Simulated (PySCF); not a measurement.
The calculation's input:

```
{"job": {"kind": "nmr", "xc": "PBE0", "basis": "pcSseg-1"}, "charge": 1, "multiplicity": 1}
P     -1.865635     0.193076     0.049582
C     -0.126242    -0.138546     0.021718
C      0.856160     0.889368    -0.095061
C      2.110566     0.378434    -0.114664
S      2.129570    -1.334348     0.005981
C      0.436503    -1.399117     0.083450
H     -2.553049    -0.712356     0.818751
H     -2.465070     0.167633    -1.191429
H     -2.112680     1.441393     0.562201
H      0.626313     1.938339    -0.153612
H      3.035338     0.916067    -0.188489
H     -0.070575    -2.340630     0.175545
```

Command:

```sh
OMP_NUM_THREADS=1 python probes_run.py task.json out
```

Geometry: GFN2-xTB.

Theory: PBE0/pcSseg-1, SCF density, gas phase, non-relativistic in PySCF.

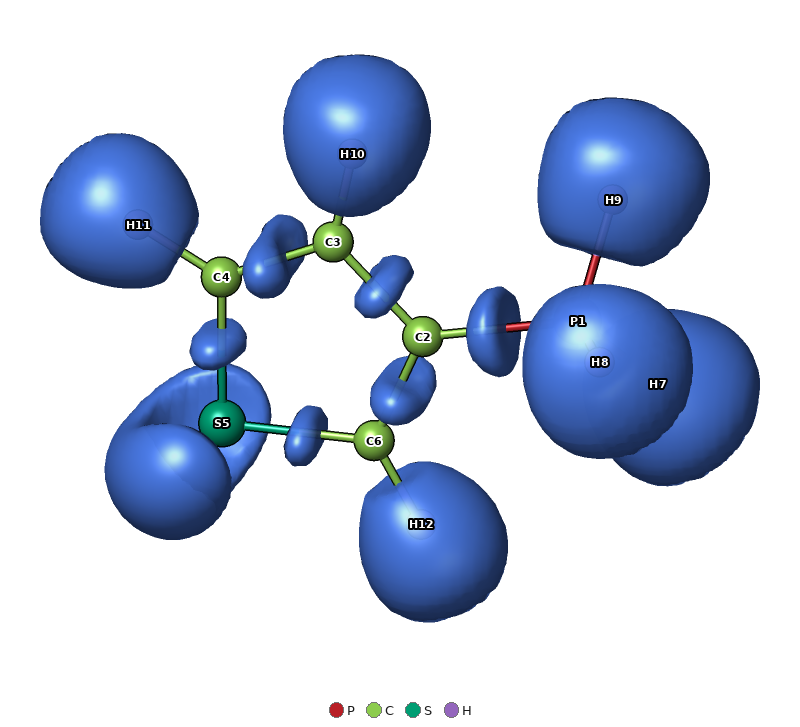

C4H6PS (charge +1). Isosurface of the electron localisation function at 0.85 (blue), seen at a tilt. Only the valence region is drawn (cores and ρ < 0.01 e/Å³ removed).

Identify the bonds, lone pairs and shells in this picture.

Answer. The ELF exceeds this value in three regions between bonded C–C atoms (shared pairs), one region between bonded C–P atoms (shared pairs), two regions between bonded C–S atoms (shared pairs), six regions around hydrogen nuclei and one lobe on S, pointing away from the bonds (lone pairs, which may merge into one lobe). Profiles from the grid: C–C (1.35 Å): the ELF peaks at about 0.95 between the atoms: localised, covalent bonding. C–S (1.70 Å): the ELF peaks at about 0.90 between the atoms (localised, covalent bonding).
